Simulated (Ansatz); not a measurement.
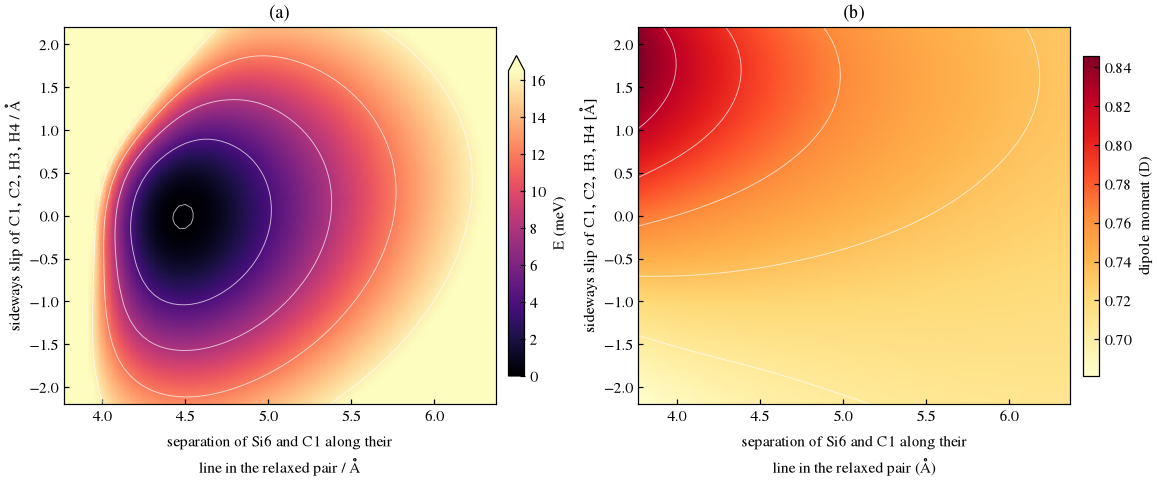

The pair C₂H₂···CH₆Si. 
- The first coordinate is: separation of Si6 and C1 along their line in the relaxed pair; the second: sideways slip of C1, C2, H3, H4.
- Nothing is relaxed (both partners rigid).
- Grid: 9 × 9 points.
- Points are written as (first, second).
- Energies: meV, counted from the lowest grid point.
- All numbers below come from RHF/def2-SVPD in Ansatz 0.2.0.

Panel (a) is the energy and panel (b) the computed dipole moment on the same grid.

The picture shows a smooth colour map with a few white contour lines, one colour for all values above the top of the scale. Between grid points the surface is interpolated.

### How does the dipole moment vary over the map, and what is it at the lowest grid point?

Leaving out the highest fifth of the energies, it runs from 0.69 D at (3.909 Å, −2.20 Å) to 0.80 D at (4.141 Å, 1.10 Å). At the lowest grid point, (4.426 Å, 0.00 Å), it is 0.75 D.
